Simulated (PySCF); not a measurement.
# MP2/aug-cc-pVDZ run of CH6GeN− (SMILES N[CH2][GeH2-])

Aim: the vertical ionisation energy of CH6GeN− at MP2/aug-cc-pVDZ, from 2 runs. Input form: a Python script.

Program for the calculation: PySCF 2.14.0.

9 further runs of the same task are left out: 6 that didn't finish, 3 set aside as unsound or not needed.

### 1 The structure to begin with

The species is CH6GeN− (9 atoms), meant as a singlet with charge -1. SMILES: `N[CH2][GeH2-]`. Geometry: a GFN2-xTB relaxation, a rough one for these elements and not checked as a minimum. This is one conformer, not always the lowest.

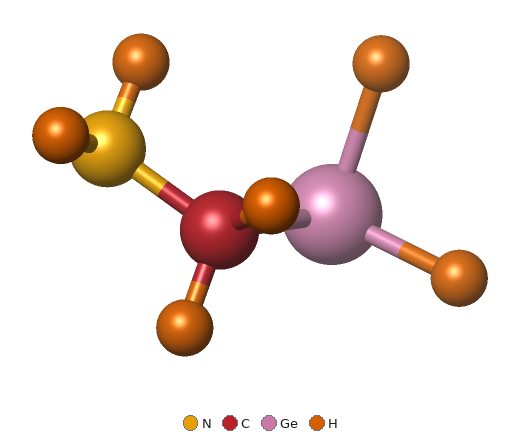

Viewed from a chosen angle; nitrogen amber, carbon red, germanium pink, hydrogen orange.

### 2 A single-point energy at MP2/aug-cc-pVDZ

File input.py:

```python
from pyscf import gto, scf, mp

system = gto.M(
    atom='''
N       -0.897210       0.633630      -0.942700
C        0.206330       0.555570       0.023260
Ge      -0.332650      -0.778570       1.509020
H       -1.124400      -0.326850      -1.189370
H       -0.593850       1.088530      -1.808020
H        0.350200       1.568590       0.429880
H        1.154760       0.282380      -0.466220
H       -0.064510      -2.114040       0.420630
H        1.301340      -0.909240       2.023520
''',
    basis='aug-cc-pvdz',
    charge=-1,
    max_memory=40,
    spin=0,
    verbose=3,
)

mf = scf.RHF(system)
mf.max_cycle = 60
mf.conv_tol = 1e-08
mf.direct_scf_tol = 1e-08
mf.kernel()

pt = mp.MP2(mf, frozen=11).run()
etot = pt.e_tot
print('E = %.10f Eh' % etot)
```

Run with:

```bash
$ OMP_NUM_THREADS=1 python input.py
```

Standard output:

```text
converged SCF energy = -2171.11057057894

E(RMP2) = -2171.59249338653  E_corr = -0.481922807596354
E(SCS-RMP2) = -2171.59146202462  E_corr = -0.48089144568367
E = -2171.5924933865 Eh
```

Run time: 92 s. Hardware: 1 thread of Arm Neoverse V1, shared host; peak memory 0.44 GiB.

### 3 Doublet neutral CH6GeN, same level

File run.py:

```python
from pyscf import gto, scf, mp

mol = gto.Mole()
mol.atom = [
    ('N', (-0.897210, 0.633630, -0.942700)),
    ('C', (0.206330, 0.555570, 0.023260)),
    ('Ge', (-0.332650, -0.778570, 1.509020)),
    ('H', (-1.124400, -0.326850, -1.189370)),
    ('H', (-0.593850, 1.088530, -1.808020)),
    ('H', (0.350200, 1.568590, 0.429880)),
    ('H', (1.154760, 0.282380, -0.466220)),
    ('H', (-0.064510, -2.114040, 0.420630)),
    ('H', (1.301340, -0.909240, 2.023520)),
]
mol.basis = 'aug-cc-pvdz'
mol.max_memory = 40
mol.verbose = 3
mol.spin = 1
mol.build()

calc0 = scf.UHF(mol)
calc0.direct_scf_tol = 1e-08
calc0.max_cycle = 60
calc0.conv_tol = 1e-08
calc0.kernel()

pt = mp.MP2(calc0, frozen=11).run()
e_final = pt.e_tot
print(f'total energy: {e_final:.8f} hartree')
```

Run with:

```bash
$ OMP_NUM_THREADS=1 python run.py
```

Standard output:

```text
converged SCF energy = -2171.05789821904  <S^2> = 0.75866659  2S+1 = 2.0086479
E(UMP2) = -2171.51013121493  E_corr = -0.452232995892885
E(SCS-UMP2) = -2171.50933034222  E_corr = -0.451432123182326
total energy: -2171.51013121 hartree
```

It took 2 min on 1 thread of Arm Neoverse V1, shared host; peak memory 0.49 GiB.

### 4 Summary of results

Level: MP2/aug-cc-pVDZ, 11 core orbitals frozen.

| quantity | value |
| --- | --- |
| singlet CH6GeN−: total energy | -2171.59249 Eh |
| singlet CH6GeN−: HOMO energy (Hartree–Fock orbitals) | -2.49 eV |
| singlet CH6GeN−: LUMO energy (Hartree–Fock orbitals) | 3.67 eV |
| singlet CH6GeN−: HOMO–LUMO gap (to an unbound level, set by the basis) | 6.16 eV |
| singlet CH6GeN−: correlation energy (11 core orbitals frozen) | -481.9 mEh |
| doublet neutral CH6GeN: total energy | -2171.51013 Eh |
| doublet neutral CH6GeN: dipole moment (Hartree–Fock density) | 0.35 D |
| doublet neutral CH6GeN: HOMO energy (Hartree–Fock orbitals) (highest over α and β) | -10.25 eV |
| doublet neutral CH6GeN: LUMO energy (Hartree–Fock orbitals) (lowest over α and β) | -0.58 eV |
| doublet neutral CH6GeN: correlation energy (11 core orbitals frozen) | -452.2 mEh |
| doublet neutral CH6GeN: ⟨S²⟩ of the reference determinant | 0.759 |
| vertical detachment energy (to the doublet neutral) | 2.241 eV |

What this shows: The vertical ionisation energy comes to 2.24 eV (216 kJ/mol). Mulliken charges (singlet CH6GeN−) of the mean-field density run from -0.42 on N1 to +0.29 on C2; in a basis this large or diffuse they mean little. Mulliken charges (doublet neutral CH6GeN) of the mean-field density run from -0.41 on N1 to +0.73 on Ge3; in a basis this large or diffuse they mean little.
